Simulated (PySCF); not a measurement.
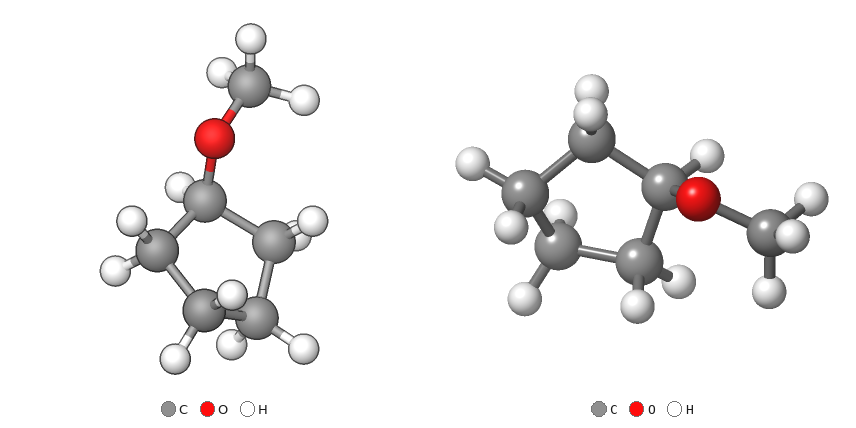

Both panels show the same species.

The geometry was computed by an optimisation with PBE0-D3(BJ)/def2-SVP. No frequency run is at hand to confirm it as a minimum.

**Give the formula.**

C₆H₁₂O, 19 atoms: 6 carbon, 12 hydrogen and 1 oxygen.

**Name some functional groups or characteristic bonds that it holds.**

Among them: ether.

**Write the SMILES.**

COC1CCCC1

**How many bonds of each kind are drawn?**

12 C–H, 5 C–C, 2 C–O.

More results for the same structure follow; atom numbers are the same in all pictures, views and colours differ.

### Symmetry

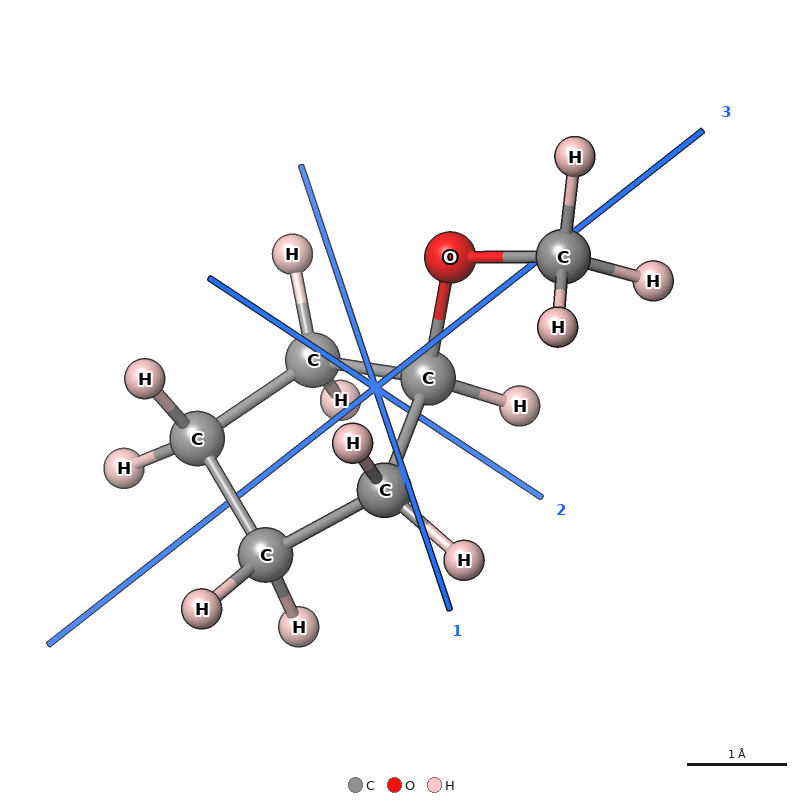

The three principal axes of inertia are drawn and numbered. Depth is shown by fading: the farther an atom, the more it takes the colour of the background. No frequency run is at hand to confirm it as a minimum. Masses are those of the most abundant isotopes; constants are for the rigid equilibrium geometry.

**Which line is the a axis (least moment of inertia), which b and which c?**

a is line 3, b is line 1, c is line 2; the moments are 92.8, 273, 326 u Å².

**Classify the rotor and give the rotational constants (cm⁻¹).**

An asymmetric top (C1): A = 0.182, B = 0.0618, C = 0.0517 cm⁻¹. Ray's parameter κ is −0.84, nearer the prolate limit.

### Electronic properties

No frequency run is at hand to confirm it as a minimum. Method: PBE0/def2-TZVP, gas phase (PySCF 2.14.0).

Predict the main results.

- dipole moment: 1.06 D
- HOMO energy (Kohn–Sham orbital): −7.17 eV
- LUMO energy (Kohn–Sham orbital): 1.15 eV
- HOMO–LUMO gap: 8.33 eV

### Quadrupole coupling

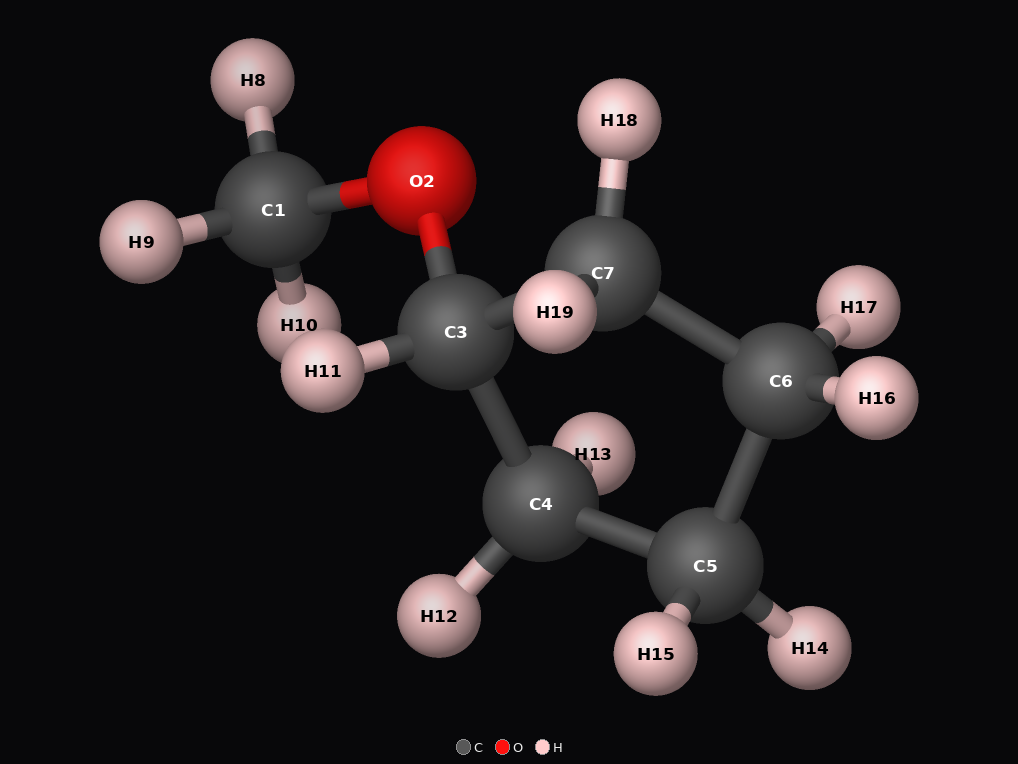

No frequency run is at hand to confirm it as a minimum. Electric field gradients from the ground-state density, PBE0/def2-TZVP (PySCF 2.14.0), non-relativistic apart from any core potentials.

Give the largest field-gradient component, the quadrupole coupling constant and the asymmetry for 17O at O2 (Q = −25.6 mb), 2H at H8 (Q = 2.86 mb), 2H at H9 (Q = 2.86 mb), 2H at H10 (Q = 2.86 mb), 2H at H11 (Q = 2.86 mb).

| atom | V_zz (a.u.) | e²qQ/h (MHz) | η |
| --- | --- | --- | --- |
| O2 | −1.888 | 11.36 | 0.97 |
| H8 | 0.281 | 0.189 | 0.08 |
| H9 | 0.267 | 0.179 | 0.08 |
| H10 | 0.268 | 0.180 | 0.08 |
| H11 | 0.263 | 0.176 | 0.07 |

### Ring current

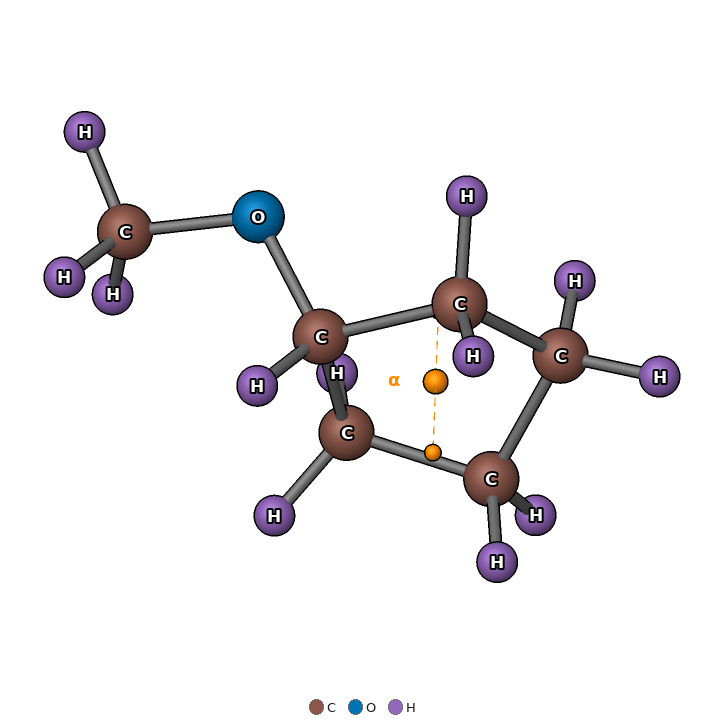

The small points mark where nucleus-independent chemical shifts (NICS) were computed: at the centre of each lettered ring and 1 Å above and below it. No frequency run is at hand to confirm it as a minimum. Level of theory: GIAO PBE0/aug-cc-pVDZ NMR shielding, non-relativistic, gas phase (PySCF 2.14.0).

Give NICS(0), NICS(1) and the out-of-plane component NICS(1)zz for each ring (means of the two sides).

```
ring  members  NICS(0)  NICS(1)  NICS(1)zz
   α       C5     −4.6     −3.5       −2.9
```

Values in ppm.

**What do the values say about the ring currents?**

Ring α: weak, as in a non-aromatic ring. NICS is one index among several.
